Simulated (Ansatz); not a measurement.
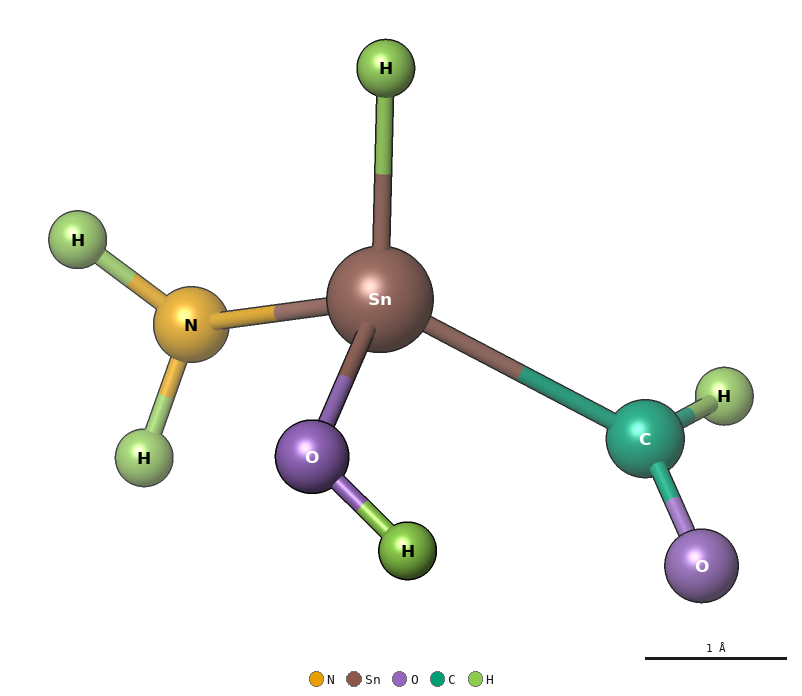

Depth is shown by fading: the farther an atom, the more it takes the colour of the background. The geometry was computed by an optimisation with PBE0-D4/def2-TZVP. Masses are those of the most abundant isotopes; constants are for the rigid equilibrium geometry.

What kind of rotor is it, and what are its rotational constants in cm⁻¹?

Answer. An asymmetric top (C1): A = 0.143, B = 0.0714, C = 0.0584 cm⁻¹. Ray's parameter κ is −0.69, nearer the prolate limit.
